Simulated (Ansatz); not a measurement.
# Run report: NSF3, geometry relaxation

System: NSF3.
Method: RKS PBE-D4/def2-SVP (Ansatz 0.2.0).

The geometry: force-field start. Figures and captions count atoms from 1; the log counts them from 0 in places.

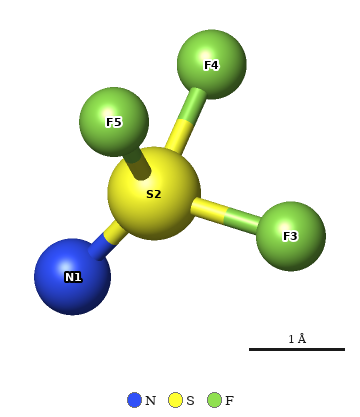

Figure 1. The input geometry (ball-and-stick view, seen at a tilt; atoms are numbered from 1 in the order of the input).

## Results in brief

```json
{"quantity": "outcome", "value": "converged"}
{"quantity": "total energy", "value": "−20447.4234 eV"}
{"quantity": "mean-field energy", "value": "−20447.3264 eV"}
{"quantity": "dispersion energy", "value": "−0.0970 eV"}
{"quantity": "SCF solution under orbital rotations", "value": "stable"}
{"quantity": "largest force (length of the vector) at the end", "value": "0.003 eV/Å"}
{"quantity": "dipole moment", "value": "1.12 D"}
{"quantity": "hardware", "value": "4 threads of Intel Xeon, 163 GiB of memory available, shared host"}
{"quantity": "wall time", "value": "1.7 s (CPU time 5.4 s)"}
{"quantity": "peak memory", "value": "0.16 GiB"}
```

## Input
```yaml
crystal:
  periodic: [false, false, false]
  atoms:
    - {symbol: N, position_ang: [-0.358080, -0.004690, 1.626160]}
    - {symbol: S, position_ang: [-0.053300, -0.000320, 0.245520]}
    - {symbol: F, position_ang: [1.060160, -0.972240, -0.423820]}
    - {symbol: F, position_ang: [-1.148560, -0.328830, -0.906480]}
    - {symbol: F, position_ang: [0.499780, 1.306070, -0.541380]}
basis:
  gaussian: {orbitals: def2-SVP}
hamiltonian: {xc: pbe, dispersion: d4}
relax: {f_tol: 0.03, max_steps: 200}
```

Run as:
```bash
ansatz run in.yaml --threads 4 --pin off --events-out ev --progress --plain --max-ram 10444MiB
```

## Log
```
Functional definition: PBE
  name "PBE"
  cite "Perdew, Burke & Ernzerhof, Phys. Rev. Lett. 77, 3865 (1996) doi:10.1103/PhysRevLett.77.3865"
  parent pbe
  parameter kappa = 0.804
  parameter beta = 0.06672455060314922
  exchange = pbe_x(kappa = kappa, mu = beta*pi^2/3)
  correlation = pbe_c(beta = beta)
821 factors; their error is unknown
mean field evaluation 1: about -20433.0746 eV, gradient 8.5e1 eV
mean field evaluation 2: about -20299.0695 eV, gradient 2.0e2 eV
mean field evaluation 4: about -20446.8309 eV, gradient 1.6e1 eV
mean field evaluation 8: about -20447.3394 eV, gradient 2.4e-1 eV
mean field evaluation 16: about -20447.2850 eV, gradient 2.7e-5 eV
mean field -20447.28504480 eV, -751.4238657289 hartree, gradient 2.7e-5 eV, S^2 0.000000; 0 other end points of the search recorded, 0 dependent functions left out
the calculation of the forces begins
reference -20447.28505571 eV, -751.4238661299 hartree; 25, 25 occupied and 49, 49 virtual orbitals, 821 factors
relax step   1: F+E_penalty+E_count = -20447.38239944 eV  Δ(F+E_penalty+E_count) = +0.000e0 eV  max|allowed force component| = 2.532e0 eV/Å  Δτ_max = 0.0000 Å  (26 SCF iters, accepted)
these checks for a lower state are left out or cut short: starts, cluster_reference, orbital_swaps, neighbouring_geometries, increment
821 factors; their error is unknown
mean field -20447.31736094 eV, -751.4250533251 hartree, gradient 7.1e-5 eV, S^2 0.000000; 0 other end points of the search recorded, 0 dependent functions left out
the calculation of the forces begins
reference -20447.31737186 eV, -751.4250537265 hartree; 25, 25 occupied and 49, 49 virtual orbitals, 821 factors
relax step   2: F+E_penalty+E_count = -20447.41453463 eV  Δ(F+E_penalty+E_count) = -3.214e-2 eV  max|allowed force component| = 1.107e0 eV/Å  Δτ_max = 0.0137 Å  (26 SCF iters, accepted)
these checks for a lower state are left out or cut short: starts, cluster_reference, orbital_swaps, neighbouring_geometries, increment
821 factors; their error is unknown
mean field -20447.32619964 eV, -751.4253781412 hartree, gradient 6.8e-5 eV, S^2 0.000000; 0 other end points of the search recorded, 0 dependent functions left out
the calculation of the forces begins
reference -20447.32621056 eV, -751.4253785427 hartree; 25, 25 occupied and 49, 49 virtual orbitals, 821 factors
relax step   3: F+E_penalty+E_count = -20447.42320891 eV  Δ(F+E_penalty+E_count) = -8.674e-3 eV  max|allowed force component| = 6.601e-2 eV/Å  Δτ_max = 0.0114 Å  (26 SCF iters, accepted)
these checks for a lower state are left out or cut short: starts, cluster_reference, orbital_swaps, neighbouring_geometries, increment
821 factors; their error is unknown
mean field evaluation 32: about -20447.3264 eV, gradient 6.7e-5 eV
mean field -20447.32635887 eV, -751.4253839929 hartree, gradient 6.7e-5 eV, S^2 0.000000; 0 other end points of the search recorded, 0 dependent functions left out
the calculation of the forces begins
reference -20447.32636979 eV, -751.4253843943 hartree; 25, 25 occupied and 49, 49 virtual orbitals, 821 factors
relax step   4: F+E_penalty+E_count = -20447.42333102 eV  Δ(F+E_penalty+E_count) = -1.221e-4 eV  max|allowed force component| = 3.587e-2 eV/Å  Δτ_max = 0.0023 Å  (27 SCF iters, accepted)
these checks for a lower state are left out or cut short: starts, cluster_reference, orbital_swaps, neighbouring_geometries, increment
821 factors; their error is unknown
mean field -20447.32638087 eV, -751.4253848013 hartree, gradient 7.4e-5 eV, S^2 0.000000; 0 other end points of the search recorded, 0 dependent functions left out
the calculation of the forces begins
reference -20447.32639179 eV, -751.4253852027 hartree; 25, 25 occupied and 49, 49 virtual orbitals, 821 factors
relax step   5: F+E_penalty+E_count = -20447.42335579 eV  Δ(F+E_penalty+E_count) = -2.477e-5 eV  max|allowed force component| = 2.795e-3 eV/Å  Δτ_max = 0.0009 Å  (19 SCF iters, accepted)
```

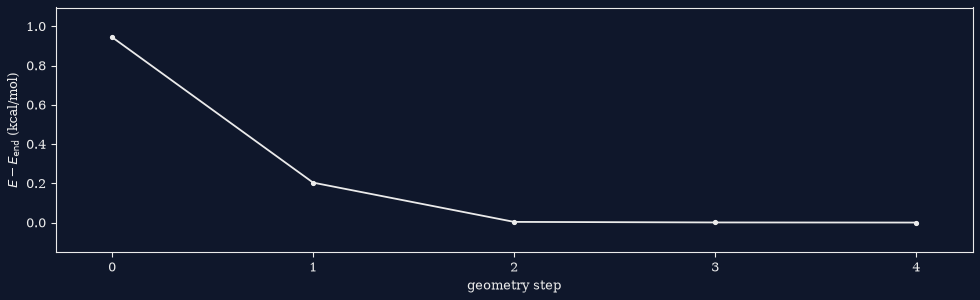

Figure 2. Progress of the relaxation, step by step (the first geometry is step 0 here and step 1 in the log).

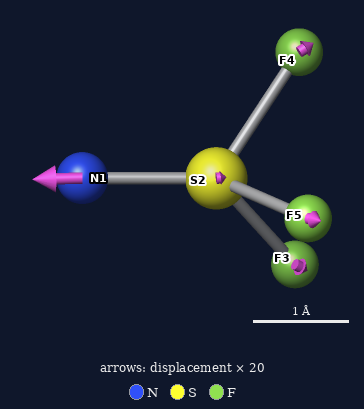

Figure 3. The starting structure with the displacements as pink arrows, magnified 20 times (ball-and-stick view, seen on its broad side). The two geometries are laid on each other by the best rigid fit. After 4 geometry steps the energy has fallen by 0.94 kcal/mol. Largest force component: 2.5 eV/Å at the start, 0.0028 eV/Å at the end. N1 moves most after the best rigid fit: 0.027 Å. By element the largest moves are N 0.027 Å, F 0.009 Å, S 0.005 Å. Among the contacts that change: N1–S2 1.414 → 1.446 Å, S2–F3 1.622 → 1.628 Å. (Atoms are counted from 1 in the order of the input.)

```
821 factors; their error is unknown
mean field -20447.32638087 eV, -751.4253848013 hartree, gradient 7.4e-5 eV, S^2 0.000000; 1 other end points of the search recorded, 0 dependent functions left out
the calculation of the forces begins
reference -20447.32639179 eV, -751.4253852027 hartree; 25, 25 occupied and 49, 49 virtual orbitals, 821 factors
Total energy: -20447.42336672 eV, -751.4289489656 hartree
Atom 0 at    -0.363034    -0.004335     1.652212 Å, force     0.000127     0.000212     0.001213 eV/Å
Atom 1 at    -0.052751    -0.000612     0.240225 Å, force    -0.000499    -0.000293    -0.000137 eV/Å
Atom 2 at     1.065020    -0.976557    -0.429836 Å, force    -0.001754     0.001866    -0.000700 eV/Å
Atom 3 at    -1.151618    -0.330205    -0.915083 Å, force     0.002795     0.000675    -0.000012 eV/Å
Atom 4 at     0.502384     1.311699    -0.547519 Å, force    -0.000669    -0.002459    -0.000363 eV/Å
Dipole moment:     0.049936     0.000610    -0.227125 e Å
```

## Trajectory as extended XYZ (Å, eV, eV/Å), 5 frames, from step=1 to step=5
```
5
Properties=species:S:1:pos:R:3:forces:R:3 step=1 energy=-20447.38240
N    -0.3581   -0.0047    1.6262   -0.5512  -0.0039   2.5322
S    -0.0533   -0.0003    0.2455    0.5005  -0.0046  -2.3776
F     1.0602   -0.9722   -0.4238    0.0942  -0.0890  -0.0356
F    -1.1486   -0.3288   -0.9065   -0.0891  -0.0264  -0.0727
F     0.4998    1.3061   -0.5414    0.0455   0.1239  -0.0462
5
Properties=species:S:1:pos:R:3:forces:R:3 step=2 energy=-20447.41453
N    -0.3609   -0.0047    1.6396   -0.2378   0.0000   1.1068
S    -0.0527   -0.0004    0.2422    0.1961  -0.0064  -0.9727
F     1.0620   -0.9736   -0.4269    0.0722  -0.0668  -0.0325
F    -1.1493   -0.3293   -0.9102   -0.0659  -0.0198  -0.0613
F     0.5009    1.3078   -0.5446    0.0354   0.0930  -0.0404
5
Properties=species:S:1:pos:R:3:forces:R:3 step=3 energy=-20447.42321
N    -0.3632   -0.0046    1.6507   -0.0103   0.0021   0.0660
S    -0.0524   -0.0004    0.2398   -0.0112  -0.0054   0.0049
F     1.0641   -0.9754   -0.4295    0.0313  -0.0281  -0.0183
F    -1.1507   -0.3298   -0.9138   -0.0256  -0.0080  -0.0313
F     0.5021    1.3103   -0.5473    0.0158   0.0394  -0.0212
5
Properties=species:S:1:pos:R:3:forces:R:3 step=4 energy=-20447.42333
N    -0.3632   -0.0043    1.6530   -0.0003   0.0000   0.0010
S    -0.0530   -0.0006    0.2410    0.0085   0.0004  -0.0359
F     1.0646   -0.9760   -0.4305   -0.0004  -0.0026   0.0122
F    -1.1508   -0.3300   -0.9155   -0.0059  -0.0010   0.0108
F     0.5023    1.3110   -0.5481   -0.0018   0.0032   0.0120
5
Properties=species:S:1:pos:R:3:forces:R:3 step=5 energy=-20447.42336
N    -0.3630   -0.0043    1.6522    0.0001   0.0002   0.0012
S    -0.0528   -0.0006    0.2402   -0.0005  -0.0003  -0.0001
F     1.0650   -0.9766   -0.4298   -0.0018   0.0019  -0.0007
F    -1.1516   -0.3302   -0.9151    0.0028   0.0007   0.0000
F     0.5024    1.3117   -0.5475   -0.0007  -0.0025  -0.0004
```

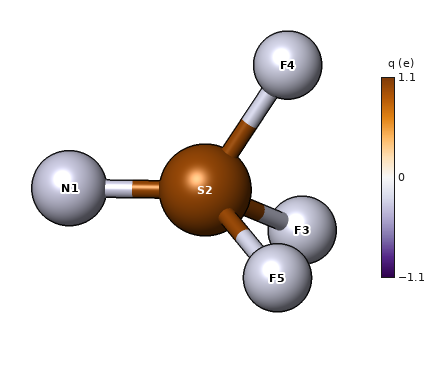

Figure 4. Mulliken charges, as the colour of each atom (ball-and-stick view, seen at a tilt; atoms are numbered from 1 in the order of the input). By element: N −0.28, S +1.00 and F −0.24 e.
